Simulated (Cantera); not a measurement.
Charge: 1 mol CF4, 0.57 mol HCl, 1.3 mol H2, equilibrated at 0.00133 bar.

These are equilibrium values from Cantera (NASA tables, ideal gas, pure condensed phases), not measurements of a reactor. Candidate condensed phases: C, C6H6, C7H8, C8H18; 118 gas species. The numbers say what is thermodynamically allowed, not how fast it happens.

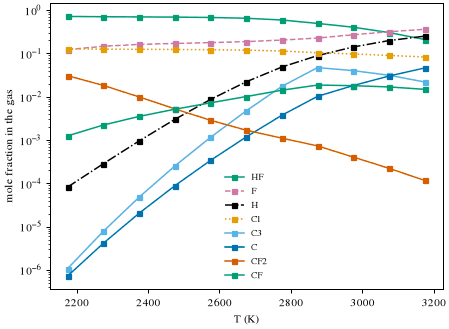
*Equilibrium gas composition (values under 1e-9 drawn at 1e-9)*

From 2175 K to 2775 K the condensed part is C(graphite). From 2875 K to 3175 K nothing is condensed. The main C-bearing gas is CF2 at 2175 K and C3 at 3175 K.
